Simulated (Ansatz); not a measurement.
# Transmission past a defect: Ni wire along [111], 6 atoms a period, divacancy of Ni and Ni, part 3 of 5

Wanted: the relaxed defect and the transmission past it, beside the channels of the perfect wire.

Ansatz 0.2.0; DFT PBE, plane waves, PAW; relaxation of a wire's period (the session's first sound run).

So far, conductance of the lead as this run defines it (G₀): step 3 (the wire at its relaxed period) 2.37.

### 4. Relaxing the junction

This step: DFT PBE, plane waves, PAW; relaxation of a junction in a wire, ends held (Ansatz 0.2.0).

System of this step: Ni wire along [111], 6 atoms a period, divacancy of Ni and Ni. The cell holds 22 atoms: 22 Ni. Cell: a = 9.289 Å, b = 9.674 Å, c = 20.856 Å, α = 90.0°, β = 90.0°, γ = 90.0°. Regions: held atoms, 12 atoms (12 Ni); free atoms, 10 atoms (10 Ni). Vacuum lies along a and b. The structure's axis is c.

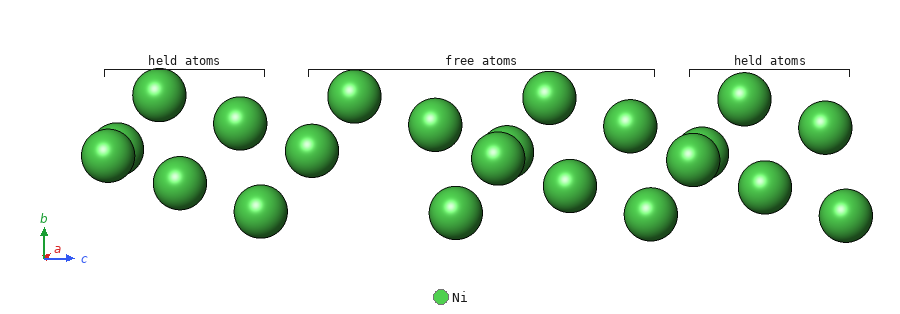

The cell of this step (nickel green).

10 atoms at the defect are free to relax, while 12 stay where the perfect wire has them, so that the ends still repeat as a lead. The cutoff is set under the files' recommended one to save time.

File input.yaml:

```yaml
crystal:
  lattice:
    - [9.289, 0.0, 0.0]
    - [0.0, 9.674, 0.0]
    - [0.0, 0.0, 20.8559538255]
  atoms:
    - { symbol: Ni, position: [0.417995129, 0.500003513, 0.0], spin: 0.82 }
    - { symbol: Ni, position: [0.544657257, 0.417091502, 0.086345354], spin: 0.81 }
    - { symbol: Ni, position: [0.544660641, 0.659522877, 0.059996326], spin: 0.83 }
    - { symbol: Ni, position: [0.544657257, 0.582915524, 0.163654646], spin: 0.81 }
    - { symbol: Ni, position: [0.544660641, 0.340484149, 0.190003674], spin: 0.83 }
    - { symbol: Ni, position: [0.671327249, 0.500003513, 0.0], spin: 0.82 }
    - { symbol: Ni, position: [0.544660641, 0.659522877, 0.309996326], spin: 0.83 }
    - { symbol: Ni, position: [0.544657257, 0.582915524, 0.413654646], spin: 0.81 }
    - { symbol: Ni, position: [0.544660641, 0.340484149, 0.440003674], spin: 0.83 }
    - { symbol: Ni, position: [0.671327249, 0.500003513, 0.25], spin: 0.82 }
    - { symbol: Ni, position: [0.417995129, 0.500003513, 0.5], spin: 0.82 }
    - { symbol: Ni, position: [0.544657257, 0.417091502, 0.586345354], spin: 0.81 }
    - { symbol: Ni, position: [0.544660641, 0.659522877, 0.559996326], spin: 0.83 }
    - { symbol: Ni, position: [0.544657257, 0.582915524, 0.663654646], spin: 0.81 }
    - { symbol: Ni, position: [0.544660641, 0.340484149, 0.690003674], spin: 0.83 }
    - { symbol: Ni, position: [0.671327249, 0.500003513, 0.5], spin: 0.82 }
    - { symbol: Ni, position: [0.417995129, 0.500003513, 0.75], spin: 0.82 }
    - { symbol: Ni, position: [0.544657257, 0.417091502, 0.836345354], spin: 0.81 }
    - { symbol: Ni, position: [0.544660641, 0.659522877, 0.809996326], spin: 0.83 }
    - { symbol: Ni, position: [0.544657257, 0.582915524, 0.913654646], spin: 0.81 }
    - { symbol: Ni, position: [0.544660641, 0.340484149, 0.940003674], spin: 0.83 }
    - { symbol: Ni, position: [0.671327249, 0.500003513, 0.75], spin: 0.82 }
magnetization:
  spin_polarized: true
kpoints:
  mp_grid: { grid: [1, 1, 2] }
scf:
  occupations: { method: fermi_dirac, width: 0.1 }
hamiltonian:
  xc: pbe
relax:
  constraints: [{ sites: [0, 1, 2, 3, 4, 5, 16, 17, 18, 19, 20, 21] }]
  f_tol: 0.06
  max_steps: 35
basis:
  ecutwfc: "350 eV"
```

Launch:

```
$ ansatz run input.yaml --threads 4 --pin off --max-ram 16384MiB --backend cpu --events-out ev --progress --plain --runs-dir out
```

Numbers of over 12 decimals in the logs are rounded to 6 here.

Log:

```text
[...]
Crystal: 22 atoms, lattice volume = 1874.153 Å³
Basis set: ecut = 350 eV, 27871 PW (Γ), exchange–correlation on 120×120×256 points (8 copies of the dense FFT grid, shifted against one another)
Bands: 249, of which v1, the nominal top of the filled ones, is band 198 counted from 1 (197 counted from 0)
Symmetry: 1 space group operations
[...]
k-points: 2
[...]
Starting moments: Σ|m| = 18.05 μB on 22 of 22 sites
[...]
SCF iter   1: F=—  HF=-128405.331476 eV  |F-HF|=—  |Δ(HF+E_count)|=         —  Δρ=2.66e-2 (↑2.66e-2 ↓1.87e-2)  dr2=5.73e1  dr2_m=1.25e0  M=18.714 μB ∫|m|=19.547 μB  β_m=0.30  ethr=3.10e-3  ⟨swp⟩=6.5  Hψ=4376  notcnv=0  defer=80
[...]
SCF iter  13: F=-128432.601142 eV  HF=-128432.601162 eV  |F-HF|=2.00e-5  |Δ(HF+E_count)|=   4.33e-6  Δρ=2.77e-5 (↑6.77e-6 ↓2.77e-5)  dr2=2.20e-5  dr2_m=2.80e-6  M=18.444 μB ∫|m|=20.408 μB  ethr=2.23e-8  ⟨swp⟩=2.0  Hψ=2726  notcnv=0
SCF 1 converged in 13 iterations: F = -128432.601142 eV  dr2 = 2.20e-5
[...]
relax step   1: F+E_penalty+E_count = -128432.60114212 eV  Δ(F+E_penalty+E_count) = +0.000e0 eV  max|allowed force component| = 6.538e-1 eV/Å  Δτ_max = 0.0000 Å  (13 SCF iters, dr2 threshold 9.00e-5 eV, accepted)
[...]
SCF iter   8: F=-128432.711118 eV  HF=-128432.711140 eV  |F-HF|=2.20e-5  |Δ(HF+E_count)|=   4.56e-6  Δρ=3.47e-5 (↑7.97e-6 ↓3.47e-5)  dr2=2.41e-5  dr2_m=3.84e-6  M=18.381 μB ∫|m|=20.370 μB  ethr=2.34e-9  ⟨swp⟩=2.0  Hψ=2793  notcnv=0
SCF 2 converged in 8 iterations: F = -128432.711118 eV  dr2 = 2.41e-5
relax step   2: F+E_penalty+E_count = -128432.71111755 eV  Δ(F+E_penalty+E_count) = -1.100e-1 eV  max|allowed force component| = 4.763e-1 eV/Å  Δτ_max = 0.1043 Å  (8 SCF iters, dr2 threshold 2.67e-5 eV, accepted)
SCF iter   1: F=—  HF=-128432.736934 eV  |F-HF|=—  |Δ(HF+E_count)|=         —  Δρ=4.40e-3 (↑3.60e-3 ↓4.40e-3)  dr2=3.44e-1  dr2_m=1.25e-1  M=18.246 μB ∫|m|=20.298 μB  β_m=0.30  ethr=9.81e-4  ⟨swp⟩=4.0  Hψ=2740  notcnv=0  defer=77
[...]
SCF iter  10: F=-128432.842952 eV  HF=-128432.842956 eV  |F-HF|=4.05e-6  |Δ(HF+E_count)|=   4.17e-7  Δρ=1.36e-5 (↑3.73e-6 ↓1.36e-5)  dr2=4.33e-6  dr2_m=5.28e-7  M=18.259 μB ∫|m|=20.298 μB  ethr=3.48e-10  ⟨swp⟩=1.0  Hψ=2726  notcnv=0
SCF 3 converged in 10 iterations: F = -128432.842952 eV  dr2 = 4.33e-6
relax step   3: F+E_penalty+E_count = -128432.84295216 eV  Δ(F+E_penalty+E_count) = -1.318e-1 eV  max|allowed force component| = 2.632e-1 eV/Å  Δτ_max = 0.1993 Å  (10 SCF iters, dr2 threshold 1.42e-5 eV, accepted)
[... from here on, the SCF cycles and remarks between the steps are left out ...]
relax step   4: F+E_penalty+E_count = -128432.96637913 eV  Δ(F+E_penalty+E_count) = -1.234e-1 eV  max|allowed force component| = 3.388e-1 eV/Å  Δτ_max = 0.2000 Å  (9 SCF iters, dr2 threshold 2.12e-5 eV, accepted)
relax step   5: F+E_penalty+E_count = -128433.13238928 eV  Δ(F+E_penalty+E_count) = -1.660e-1 eV  max|allowed force component| = 4.267e-1 eV/Å  Δτ_max = 0.2000 Å  (9 SCF iters, dr2 threshold 3.51e-5 eV, accepted)
relax step   6: F+E_penalty+E_count = -128433.32491256 eV  Δ(F+E_penalty+E_count) = -1.925e-1 eV  max|allowed force component| = 3.386e-1 eV/Å  Δτ_max = 0.1958 Å  (9 SCF iters, dr2 threshold 1.00e-4 eV, accepted)
relax step   7: F+E_penalty+E_count = -128433.51876845 eV  Δ(F+E_penalty+E_count) = -1.939e-1 eV  max|allowed force component| = 2.685e-1 eV/Å  Δτ_max = 0.1956 Å  (9 SCF iters, dr2 threshold 7.22e-5 eV, accepted)
relax step   8: F+E_penalty+E_count = -128433.62118139 eV  Δ(F+E_penalty+E_count) = -1.024e-1 eV  max|allowed force component| = 1.787e-1 eV/Å  Δτ_max = 0.1910 Å  (10 SCF iters, dr2 threshold 4.53e-5 eV, accepted)
relax step   9: F+E_penalty+E_count = -128433.66462944 eV  Δ(F+E_penalty+E_count) = -4.345e-2 eV  max|allowed force component| = 6.542e-2 eV/Å  Δτ_max = 0.2000 Å  (10 SCF iters, dr2 threshold 1.41e-5 eV, accepted)
relax step  10: F+E_penalty+E_count = -128433.68137752 eV  Δ(F+E_penalty+E_count) = -1.675e-2 eV  max|allowed force component| = 1.296e-1 eV/Å  Δτ_max = 0.1967 Å  (15 SCF iters, accepted)
relax step  11: F+E_penalty+E_count = -128433.69764686 eV  Δ(F+E_penalty+E_count) = -1.627e-2 eV  max|allowed force component| = 7.606e-2 eV/Å  Δτ_max = 0.1950 Å  (14 SCF iters, accepted)
relax step  12: F+E_penalty+E_count = -128433.71944207 eV  Δ(F+E_penalty+E_count) = -2.180e-2 eV  max|allowed force component| = 2.123e-1 eV/Å  Δτ_max = 0.1971 Å  (15 SCF iters, accepted)
relax step  13: F+E_penalty+E_count = -128433.75741590 eV  Δ(F+E_penalty+E_count) = -3.797e-2 eV  max|allowed force component| = 2.264e-1 eV/Å  Δτ_max = 0.1945 Å  (10 SCF iters, dr2 threshold 1.55e-5 eV, accepted)
relax step  14: F+E_penalty+E_count = -128433.80329602 eV  Δ(F+E_penalty+E_count) = -4.588e-2 eV  max|allowed force component| = 2.547e-1 eV/Å  Δτ_max = 0.2000 Å  (8 SCF iters, dr2 threshold 5.12e-5 eV, accepted)
relax step  15: F+E_penalty+E_count = -128433.83848152 eV  Δ(F+E_penalty+E_count) = -3.519e-2 eV  max|allowed force component| = 4.745e-1 eV/Å  Δτ_max = 0.1966 Å  (8 SCF iters, dr2 threshold 6.49e-5 eV, accepted)
relax step  16: F+E_penalty+E_count = -128433.86953877 eV  Δ(F+E_penalty+E_count) = -3.106e-2 eV  max|allowed force component| = 3.872e-2 eV/Å  Δτ_max = 0.1506 Å  (8 SCF iters, dr2 threshold 1.00e-4 eV, accepted)
relax step  17: F+E_penalty+E_count = -128433.86958030 eV  Δ(F+E_penalty+E_count) = -4.153e-5 eV  max|allowed force component| = 3.795e-2 eV/Å  Δτ_max = 0.0000 Å  (7 SCF iters, accepted)
SCF iter   1: F=—  HF=-128433.802166 eV  |F-HF|=—  |Δ(HF+E_count)|=         —  Δρ=3.44e-3 (↑2.18e-3 ↓3.44e-3)  dr2=2.56e-1  dr2_m=5.65e-2  M=18.362 μB ∫|m|=20.409 μB  β_m=0.30  ethr=6.17e-4  ⟨swp⟩=4.0  Hψ=2240  notcnv=0  defer=67
[...]
SCF iter  13: F=-128433.872047 eV  HF=-128433.872047 eV  |F-HF|=2.39e-8  |Δ(HF+E_count)|=   2.75e-9  Δρ=9.89e-7 (↑3.06e-7 ↓9.89e-7)  dr2=2.65e-8  dr2_m=2.81e-9  M=18.343 μB ∫|m|=20.388 μB  ethr=9.05e-12  ⟨swp⟩=1.8  Hψ=2303  notcnv=0
SCF 18 converged in 13 iterations: F = -128433.872047 eV  dr2 = 2.65e-8
relax step  18: F+E_penalty+E_count = -128433.87204684 eV  Δ(F+E_penalty+E_count) = -2.467e-3 eV  max|allowed force component| = 4.078e-2 eV/Å  Δτ_max = 0.0728 Å  (13 SCF iters, accepted)
SCF converged after 13 iterations
Magnetization: 18.3428 μB (207.1714 up, 188.8286 down)
Absolute magnetization: 20.3982 μB (∫|ρ↑−ρ↓|, with the PAW one-centre terms)
[...]
Per-site moments (μB) at R_I (Å): [(0.794779, 0.947008), (0.812135, 0.938209), (0.832662, 0.942724), (0.846072, 0.938209), (0.865524, 0.942724), (0.794537, 0.947023), (0.800663, 0.910024), (0.788538, 0.980794), (0.887040, 0.941426), (0.801878, 0.910024), (0.841231, 0.925267), (0.840172, 0.936775), (0.877154, 0.936775), (0.820188, 0.928626), (0.829992, 0.928626), (0.841717, 0.925267), (0.792963, 0.947008), (0.816032, 0.938209), (0.824110, 0.942724), (0.810423, 0.938209), (0.827410, 0.942724), (0.792274, 0.947023)]
Free energy (F): -128433.872047 eV
[...]
Internal energy: -128432.360090 eV  (E = F + TS)
E sigma→0 (E₀):  -128433.116068 eV
Entropy (-TS):   -1.511957 eV (-68.725 meV/atom)
Fermi energy:    -1.258229 eV
[...]
--- Forces (eV/Å), atoms counted from 1 ---
  atom   1  Ni    -0.19298755     0.00507246     0.01398396
  atom   2  Ni    -0.00061850    -0.14790980     0.06346355
  atom   3  Ni     0.00236936     0.10558417    -0.05568795
  atom   4  Ni    -0.01335662    -0.49887695     0.87475528
  atom   5  Ni     0.01283340     0.52940195     0.26058141
  atom   6  Ni     0.19155228     0.00477058     0.01441691
  atom   7  Ni     0.03633250     0.03045271     0.00081579
  atom   8  Ni     0.00676746    -0.04077692     0.00581563
  atom   9  Ni     0.00169103     0.01208163    -0.00926192
  atom  10  Ni    -0.03922791     0.00513209     0.01126593
  atom  11  Ni     0.00798840     0.00928416     0.00264139
  atom  12  Ni     0.00006354     0.00218970    -0.00536363
  atom  13  Ni    -0.00031528    -0.00921126     0.00252277
  atom  14  Ni     0.00008680     0.00000807    -0.00825024
  atom  15  Ni     0.00091788     0.00007843     0.01150790
  atom  16  Ni    -0.01568841     0.00327657     0.00022074
  atom  17  Ni     0.36948072    -0.02457505    -0.57389122
  atom  18  Ni     0.00105900    -0.00961720     0.02251307
  atom  19  Ni    -0.00065974     0.02097769    -0.05574760
  atom  20  Ni    -0.00050719     0.11140135    -0.03290742
  atom  21  Ni    -0.00059667    -0.08449958     0.03057779
  atom  22  Ni    -0.36722088    -0.02414705    -0.57396431
  max |Σ_I F_I| component: 9.77e-5 eV/Å
--- Relaxed structure (18 steps of the walk, 18 accepted, 0 SCFs on fresh bases) ---
  F+E_penalty+E_count = -128433.87204684 eV   max|allowed force component| = 4.078e-2 eV/Å
  atoms:
    - { symbol: Ni, position: [0.417995, 0.500003513, 0.0] }
    - { symbol: Ni, position: [0.544657257, 0.417091502, 0.086345354] }
    - { symbol: Ni, position: [0.544660641, 0.659522877, 0.059996] }
    - { symbol: Ni, position: [0.544657257, 0.582915524, 0.163655] }
    - { symbol: Ni, position: [0.544660641, 0.340484149, 0.190004] }
    - { symbol: Ni, position: [0.671327249, 0.500003513, 0.0] }
    - { symbol: Ni, position: [0.425954, 0.492466, 0.261092] }
    - { symbol: Ni, position: [0.545239, 0.500866, 0.364478] }
    - { symbol: Ni, position: [0.551933, 0.353519, 0.455675] }
    - { symbol: Ni, position: [0.663430, 0.495306, 0.260505] }
    - { symbol: Ni, position: [0.422376, 0.552143, 0.468196] }
    - { symbol: Ni, position: [0.547259, 0.448542, 0.562628] }
    - { symbol: Ni, position: [0.537951, 0.681776, 0.550990] }
    - { symbol: Ni, position: [0.544119, 0.598576, 0.658222] }
    - { symbol: Ni, position: [0.545258, 0.367511, 0.671013] }
    - { symbol: Ni, position: [0.663631, 0.562061, 0.468177] }
    - { symbol: Ni, position: [0.417995, 0.500003513, 0.750000] }
    - { symbol: Ni, position: [0.544657257, 0.417091502, 0.836345] }
    - { symbol: Ni, position: [0.544660641, 0.659522877, 0.809996] }
    - { symbol: Ni, position: [0.544657257, 0.582915524, 0.913655] }
    - { symbol: Ni, position: [0.544660641, 0.340484149, 0.940004] }
    - { symbol: Ni, position: [0.671327249, 0.500003513, 0.750000] }
```

Elapsed: 11 min, on 4 threads of Arm Neoverse V2, shared host; peak memory 5 GiB.

The steps of the relaxation:

| step | energy less that of the first step (eV) | largest force component (eV/Å) |
| --- | --- | --- |
| 1 | 0.0000 | 0.6538 |
| 2 | -0.1100 | 0.4763 |
| 3 | -0.2418 | 0.2632 |
| 4 | -0.3652 | 0.3388 |
| 5 | -0.5312 | 0.4267 |
| 6 | -0.7238 | 0.3386 |
| 7 | -0.9176 | 0.2685 |
| 8 | -1.0200 | 0.1787 |
| 9 | -1.0635 | 0.0654 |
| 10 | -1.0802 | 0.1296 |
| 11 | -1.0965 | 0.0761 |
| 12 | -1.1183 | 0.2123 |
| 13 | -1.1563 | 0.2264 |
| 14 | -1.2022 | 0.2547 |
| 15 | -1.2373 | 0.4745 |
| 16 | -1.2684 | 0.0387 |
| 17 | -1.2684 | 0.0380 |
| 18 | -1.2709 | 0.0408 |

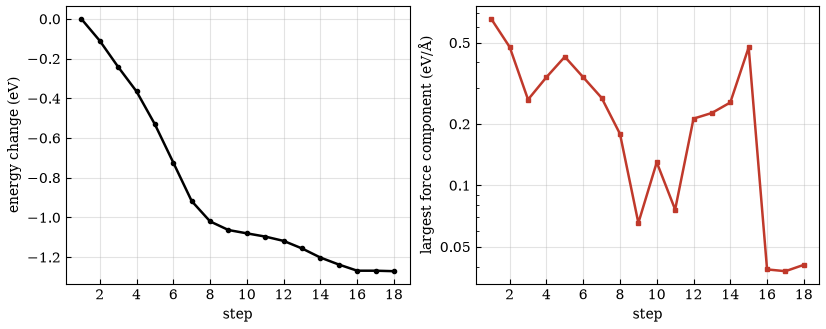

Energy and largest force along the relaxation.

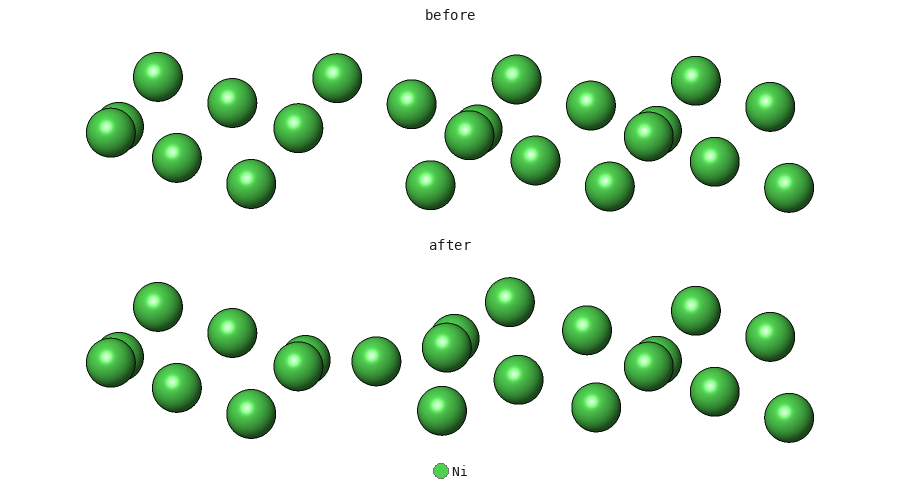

The structure before and after the relaxation, drawn at the same scale.

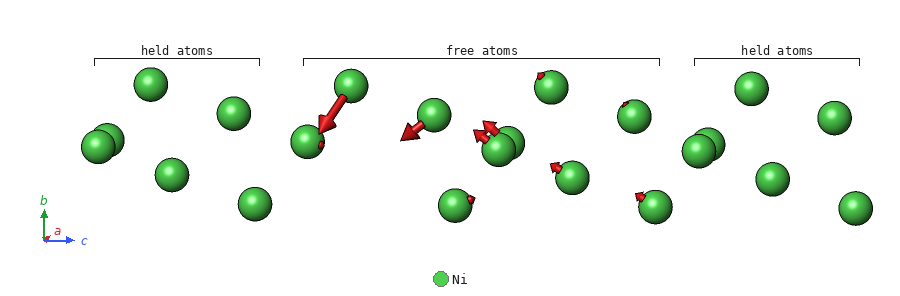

Displacements in the relaxation, scaled; the longest in the cell stands for 2.21 Å.

The atoms that moved most (Å):

| atom | dx | dy | dz | length |
| --- | --- | --- | --- | --- |
| Ni7 | -1.103 | -1.616 | -1.020 | 2.206 |
| Ni8 | 0.005 | -0.794 | -1.026 | 1.297 |
| Ni16 | -0.071 | 0.600 | -0.664 | 0.898 |
| Ni11 | 0.041 | 0.504 | -0.663 | 0.834 |
| Ni12 | 0.024 | 0.304 | -0.495 | 0.581 |
| Ni15 | 0.006 | 0.261 | -0.396 | 0.475 |
| Ni9 | 0.068 | 0.126 | 0.327 | 0.357 |
| Ni13 | -0.062 | 0.215 | -0.188 | 0.292 |

Numbers from this step:

```yaml
energy_at_zero_smearing: -128433.1161 eV
total_moment: 18.34 μB
absolute_moment: 20.40 μB
```

Site moment by atom:

| atom | site moment (μB) |
| --- | --- |
| Ni1 | 0.795 |
| Ni2 | 0.812 |
| Ni3 | 0.833 |
| Ni4 | 0.846 |
| Ni5 | 0.866 |
| Ni6 | 0.795 |
| Ni7 | 0.801 |
| Ni8 | 0.789 |
| Ni9 | 0.887 |
| Ni10 | 0.802 |
| Ni11 | 0.841 |
| Ni12 | 0.840 |
| Ni13 | 0.877 |
| Ni14 | 0.820 |
| Ni15 | 0.830 |
| Ni16 | 0.842 |
| Ni17 | 0.793 |
| Ni18 | 0.816 |
| Ni19 | 0.824 |
| Ni20 | 0.810 |
| Ni21 | 0.827 |
| Ni22 | 0.792 |

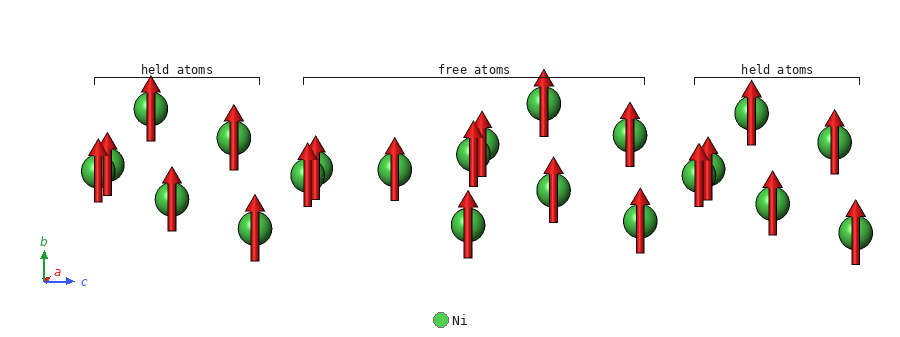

Site moment as arrows, the longest 0.887 μB. Up and down stand for the sign. Arrows give size and sign along the axis of quantisation, drawn up and down the page.

The largest force component on a free atom ends at 0.041 eV/Å, under the limit of 0.06.  6 atoms of the wire itself, hydrogen apart, moved by over 0.45 Å, up to 2.21 Å.

(Continued in part 4 of 5.)

[Logs are printed without paths, hosts, clocks, repeated set-up lines and the standing remarks that a program may print on its own settings, such as how far it seeks lower states.]

[Hosts, paths, dates, database ids (printed as entryN), source tags and the programs' standing remarks are cut or masked in the printed files.]
